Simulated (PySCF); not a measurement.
## Run report: C₃H₇ClOSi, NMR shielding calculation

C₃H₇ClOSi, computed with GIAO PBE0/pcSseg-1 NMR shielding, non-relativistic, gas phase (PySCF 2.14.0).

The geometry comes from this level: PBE0-D3(BJ)/def2-SVP. Figures and captions count atoms from 1; the log counts them from 0 in places.

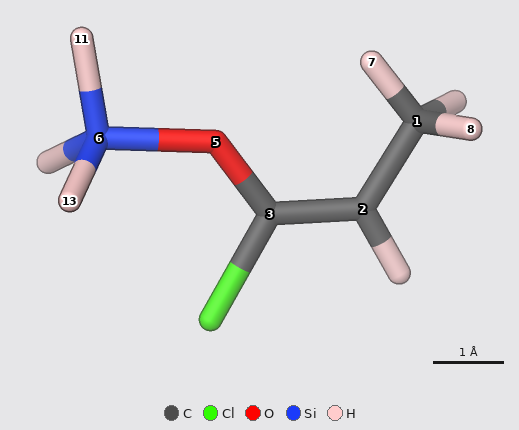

Fig. 1: The structure as given in the input (stick view, seen at a tilt; atoms are numbered from 1 in the order of the input).

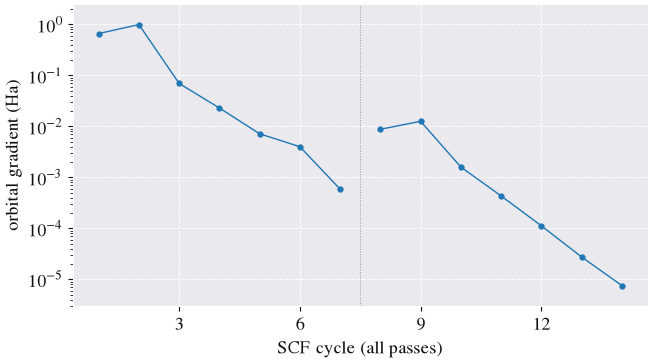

Fig. 2: Convergence of the self-consistent field: orbital gradient against the SCF cycle. The dotted line marks the change from a coarse to the final integration grid. The first 7 cycles use a coarse grid, the final grid takes over at cycle 8, and the field converges after 14 cycles in all.

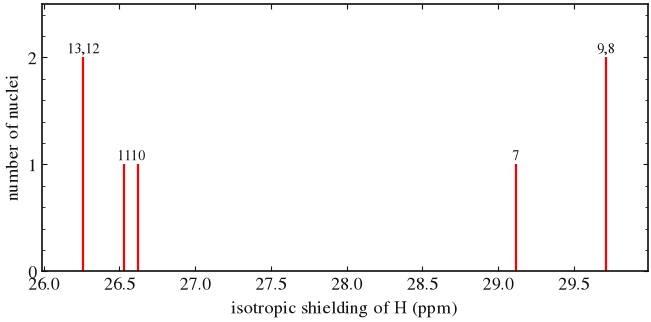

Fig. 3: Isotropic shieldings of the hydrogen nuclei in this fixed geometry, labelled by atom number; shielding grows to the right, so chemical shift grows to the left. The least shielded is H13 (26.3 ppm), the most shielded H8 (29.7 ppm).

These pictures come from the run below.

Input file
```
{"job": {"kind": "nmr", "xc": "PBE0", "basis": "pcSseg-1", "pop": false}, "charge": 0, "multiplicity": 1}
C     -2.015337    -0.556746    -0.008766
C     -1.254231    -0.831050    -1.261360
C      0.076215    -0.741225    -1.349950
Cl     0.903822    -1.078753    -2.858263
O      0.878627    -0.399366    -0.339694
Si     2.562194    -0.248071    -0.306146
H     -1.341689    -0.276501     0.811927
H     -2.739937     0.261623    -0.154775
H     -2.593744    -1.441069     0.306868
H     -1.793591    -1.121897    -2.164636
H      2.836056     0.158648     1.096663
H      3.220909    -1.549095    -0.607672
H      3.022991     0.805607    -1.252075
```

The first line tells a small driver script what to run in PySCF; the rest is the geometry in Å.

Launched with:
```bash
OMP_NUM_THREADS=1 python <driver script> task.json out
```

What the program printed
```
coarse grid: 11936 points
cycle   1  E = -942.7703612793  dE =  6.323e-01  |g| = 6.607e-01  |ddm| = 3.272e+00
cycle   2  E = -942.6680751331  dE =  1.023e-01  |g| = 9.895e-01  |ddm| = 1.237e+00
cycle   3  E = -942.8536680296  dE = -1.856e-01  |g| = 6.930e-02  |ddm| = 8.263e-01
cycle   4  E = -942.8546626211  dE = -9.946e-04  |g| = 2.288e-02  |ddm| = 9.012e-02
cycle   5  E = -942.8547626666  dE = -1.000e-04  |g| = 7.132e-03  |ddm| = 2.546e-02
cycle   6  E = -942.8547712219  dE = -8.555e-06  |g| = 3.978e-03  |ddm| = 9.454e-03
cycle   7  E = -942.8547747760  dE = -3.554e-06  |g| = 5.836e-04  |ddm| = 3.640e-03
final grid: 106112 points
cycle   8  E = -942.8990193509  dE = -1.957e-05  |g| = 8.747e-03  |ddm| = 1.903e-02
cycle   9  E = -942.8990037569  dE =  1.559e-05  |g| = 1.254e-02  |ddm| = 1.484e-02
cycle  10  E = -942.8990330753  dE = -2.932e-05  |g| = 1.586e-03  |ddm| = 9.900e-03
cycle  11  E = -942.8990335686  dE = -4.932e-07  |g| = 4.308e-04  |ddm| = 1.695e-03
cycle  12  E = -942.8990336075  dE = -3.896e-08  |g| = 1.116e-04  |ddm| = 4.245e-04
cycle  13  E = -942.8990336104  dE = -2.875e-09  |g| = 2.736e-05  |ddm| = 1.009e-04
cycle  14  E = -942.8990336106  dE = -1.692e-10  |g| = 7.522e-06  |ddm| = 3.110e-05
converged SCF energy = -942.8990336106

GIAO shielding tensors (ppm)
atom      isotropic    diamagn.    paramagn.     s11        s22        s33       span
  0 C      170.894     247.262     -76.368    155.313    173.469    183.901     28.588
  1 C       78.404     255.109    -176.705     -9.412    104.137    140.486    149.898
  2 C       36.227     248.786    -212.559    -56.251     64.973     99.960    156.212
  3 Cl     672.994    1145.876    -472.882    445.977    541.882   1031.123    585.146
  4 O      213.589     402.444    -188.855    142.480    242.943    255.344    112.865
  5 Si     386.103     878.168    -492.066    350.790    353.868    453.650    102.859
  6 H       29.120      30.959      -1.840     24.219     30.412     32.728      8.510
  7 H       29.713      28.591       1.122     25.232     27.112     36.794     11.562
  8 H       29.711      27.827       1.884     25.232     27.111     36.792     11.560
  9 H       26.622      29.903      -3.282     22.563     26.414     30.888      8.325
 10 H       26.533      28.753      -2.221     23.232     25.023     31.343      8.111
 11 H       26.264      27.504      -1.241     22.879     24.893     31.020      8.141
 12 H       26.260      27.887      -1.627     22.872     24.902     31.007      8.135
```

Summary

| quantity | value |
| --- | --- |
| outcome | converged |
| total energy | −942.899034 hartree |
| HOMO | −6.58 eV |
| LUMO | 0.11 eV |
| dipole moment | 0.80 D |
| isotropic shielding, C | 36.2 to 170.9 ppm |
| isotropic shielding, Cl | 673.0 ppm |
| isotropic shielding, O | 213.6 ppm |
| isotropic shielding, Si | 386.1 ppm |
| isotropic shielding, H | 26.3 to 29.7 ppm |
| hardware | 1 CPU thread, shared host |
| wall time | 13 s |
| peak memory | 0.85 GiB |
